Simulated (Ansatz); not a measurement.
```json
{"atom": "Zn", "x (Å)": "-0.7196", "y (Å)": "1.1697", "z (Å)": "-1.3961"}
{"atom": "C", "x (Å)": "0.0611", "y (Å)": "0.5431", "z (Å)": "0.2635"}
{"atom": "B", "x (Å)": "1.1075", "y (Å)": "-0.5346", "z (Å)": "0.1040"}
{"atom": "C", "x (Å)": "-0.2301", "y (Å)": "-0.8967", "z (Å)": "0.7863"}
{"atom": "H", "x (Å)": "-1.3393", "y (Å)": "1.6913", "z (Å)": "-2.7149"}
{"atom": "H", "x (Å)": "0.1975", "y (Å)": "1.3971", "z (Å)": "0.9561"}
{"atom": "H", "x (Å)": "2.2268", "y (Å)": "-0.8510", "z (Å)": "-0.2152"}
{"atom": "H", "x (Å)": "-1.0307", "y (Å)": "-1.4980", "z (Å)": "0.3187"}
{"atom": "H", "x (Å)": "-0.1848", "y (Å)": "-1.0673", "z (Å)": "1.8805"}
```

Theory: UKS PBE/def2-SVP in Ansatz.

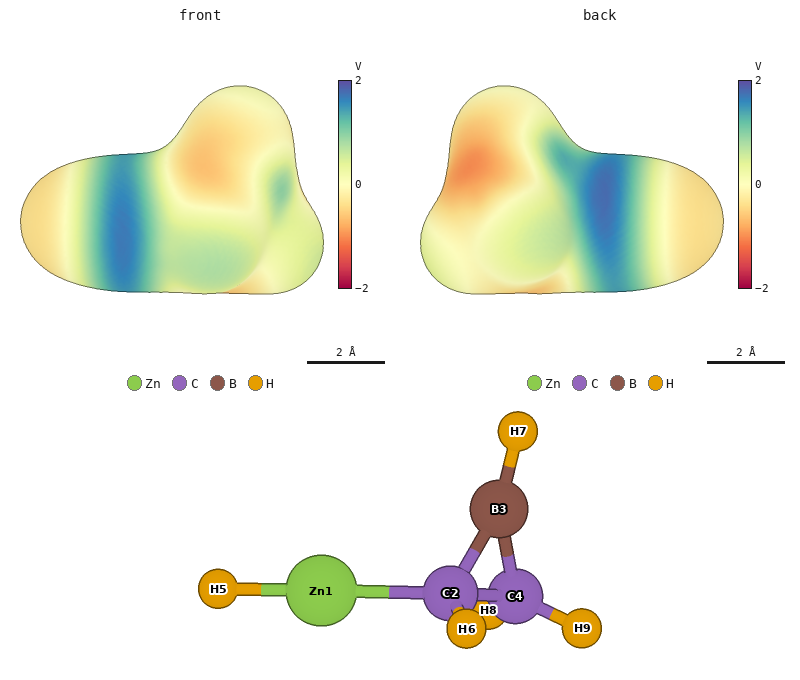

C₂H₅BZn. The electrostatic potential painted on the density surface at 0.002 e/bohr³, seen from the front and from behind; red is negative and blue positive. The bare structure is drawn below in the same view.

> Which sites attract a positive test charge, and which a negative one?

A positive charge is drawn to the negative regions and a negative charge to the positive ones. The most negative region (about −1.0 V) lies over C4, the most positive (about +1.8 V) over Zn1.
